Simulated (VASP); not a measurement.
Band structure of Be3CdSe4 (ordered alloy cell). All values below come from PBEsol GGA, VASP's PBE PAW potentials (set 64) (plane waves; VASP).

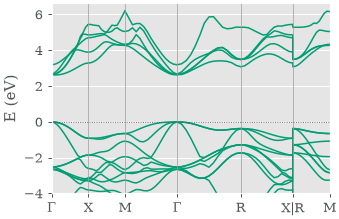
Fig. 1. Bands along high-symmetry lines, zero at the valence-band maximum or, without a gap, the Fermi level

Q: Read the plot: is there a gap, and where are the band edges?

A: The gap is indirect, 2.62 eV, from the valence maximum at Γ to the conduction minimum at Γ-X at 0.14. (Edges off the drawn lines would not show.)

The structure was generated: Be3CdSe4 was put into an ordered model structure (P-43m), which need not be its known phase. It was relaxed first.
